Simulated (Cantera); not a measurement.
Feed: 1 mol toluene, 0.021 mol NH3, 38 mol N2, equilibrated at 10.0 Torr.

These are equilibrium values from Cantera (NASA tables, ideal gas, pure condensed phases), not measurements of a reactor. Candidate condensed phases: C, C6H6, C7H8, C8H18; 92 gas species. Kinetics and transport are ignored.

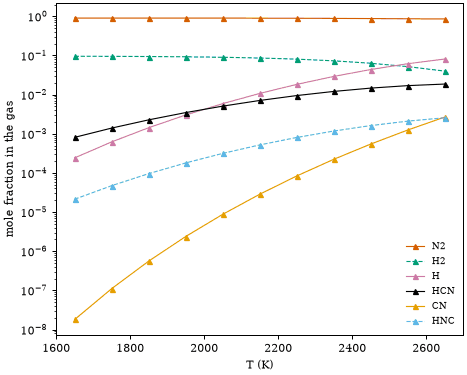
Equilibrium gas composition (values under 1e-9 drawn at 1e-9)

From 1650 K to 2650 K the condensed part is C(graphite). The main C-bearing gas is HCN throughout. The share of C in condensed phases is highest at 1650 K (99.5 %) and lowest at 2650 K (82.9 %).
